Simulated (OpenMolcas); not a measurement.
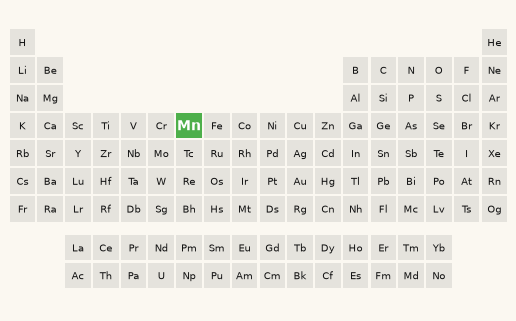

*The place of manganese in the periodic table.*

## Multiconfigurational calculation for Mn⁶⁺

Mn⁶⁺. Level asked for: state-averaged CASSCF, active space 1 electron in the shells 3d 4d, basis ANO-RCC-VDZ, DKH2 scalar Hamiltonian, spin-orbit coupling by RASSI with atomic mean-field integrals (OpenMolcas).

## The input
```
&GATEWAY
Coord
1

Mn 0.0 0.0 0.0
Basis=ANO-RCC-VDZ
Group=XYZ
NoMove
AngMom=0.0 0.0 0.0
AMFI
&SEWARD
&RASSCF
FileOrb=start.orb
Symmetry=1
Spin=2
nActEl=1 0 0
Inactive=3 6
Ras2=5 0
CIRoot=5 5 1
SDav=5
CIMx=300
Iter=120 100
PrWF=0.3
OrbListing=Nothing
MaxOrb=0
Atom
>>> COPY $Project.JobIph JOBPRE
&RASSCF
FileOrb=start.orb
Symmetry=2
Spin=2
nActEl=1 0 0
Inactive=3 6
Ras2=10 0
CIRoot=10 10 1
SDav=10
CIMx=300
Iter=68 100
PrWF=0.3
OrbListing=Nothing
MaxOrb=0
Atom
CIOnly
>>> COPY $Project.JobIph JOB001
```

The file start.orb holds starting orbitals from an earlier step.

Hardware: 1 CPU thread, shared host.

Launched with:
```bash
OMP_NUM_THREADS=1 MOLCAS_MEM=2252 MOLCAS_PROJECT=a pymolcas a.inp > a.log  # once for each step of the input, in one work folder
```

## Log (extracts)
```
--- SEWARD ---
Basis set label: MN.ANO-RCC...5S4P2D.

      Electronic valence basis set:
      ------------------
      Associated Effective Charge  25.000000 au
      Associated Actual Charge     25.000000 au
      Nuclear Model: Point charge

      Shell  nPrim  nBasis  Cartesian Spherical Contaminant
         s      21       5        X
         p      15       4        X
         d      10       2                 X
                  Relativistic Douglas-Kroll-Hess integrals:
                    - DKH order of Hamiltonian: 2
                    - DKH order of Properties : 0
                  Atomic mean-field integrals
--- RASSCF ---
Wave function specifications:
      -----------------------------

      Number of closed shell electrons          18
      Number of electrons in active shells       1
      Max number of holes in RAS1 space          0
      Max nr of electrons in RAS3 space          0
      Number of inactive orbitals                9
      Number of active orbitals                 10
      Number of secondary orbitals               8
      Spin quantum number                      0.5
      State symmetry                             2
Orbital specifications:
      -----------------------

      Symmetry species                           1   2
                                                ag  au
      Frozen orbitals                            0   0
      Inactive orbitals                          3   6
      Active orbitals                           10   0
      RAS1 orbitals                              0   0
      RAS2 orbitals                             10   0
      RAS3 orbitals                              0   0
      Secondary orbitals                         2   6
      Deleted orbitals                           0   0
      Number of basis functions                 15  12
      Number of CSFs                             0
      Number of root(s) required                10
 ************ ERROR ***********
  You can't ask for more roots
  than there are configurations
 ******************************
--- Stop Module: rasscf at  /rc=_RC_INPUT_ERROR_ ---
.####################.
.# User input error #.
.####################.
```

## What the run reported

- outcome: refused by the program

## What went wrong

One thing in this input was made wrong on purpose: wrong symmetry. The program refused the input: “You can't ask for more roots”. Limits: RASSCF multiplicity 2: _RC_INPUT_ERROR_.
